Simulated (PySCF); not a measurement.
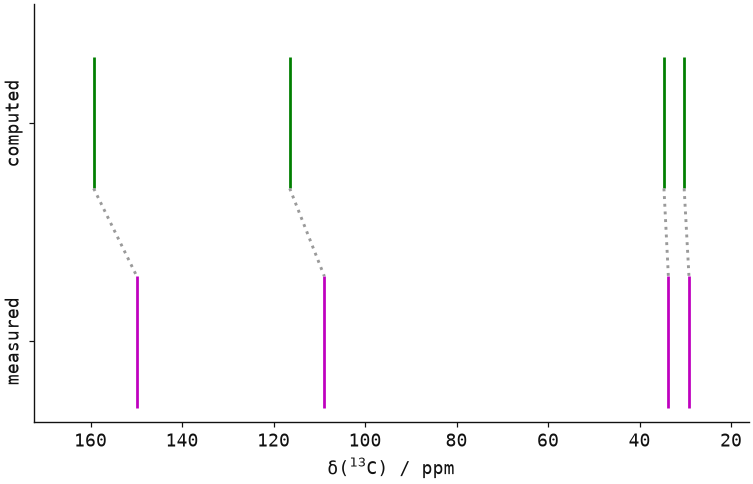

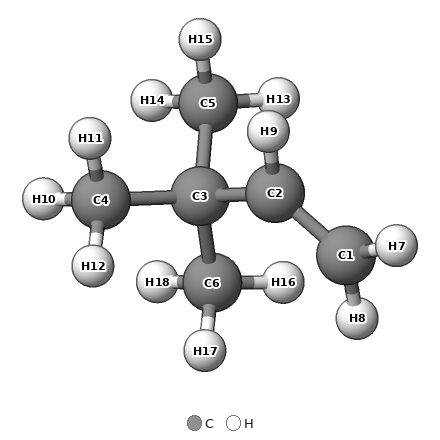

¹³C shifts of C₆H₁₂, SMILES C=CC(C)(C)C against TMS: GIAO PBE0/pcSseg-1 (PySCF 2.14.0) for one gas-phase conformer (PBE0-D3(BJ)/def2-SVP, like atoms averaged) above, published measurements (CDCl3) below; dotted lines join the same nuclei. Only nuclei with a measured value are shown, one named for each set of like atoms.

How well does the calculation match?

Answer. Mean error 4.7 ppm, mean absolute error 4.7 ppm; the largest is 9.4 ppm, for C2.

Assign the lines.

Answer.
| nucleus | computed | measured |
| --- | --- | --- |
| C2 | 159.3 | 149.9 |
| C1 | 116.5 | 108.9 |
| C3 | 34.7 | 33.7 |
| C4 | 30.3 | 29.2 |
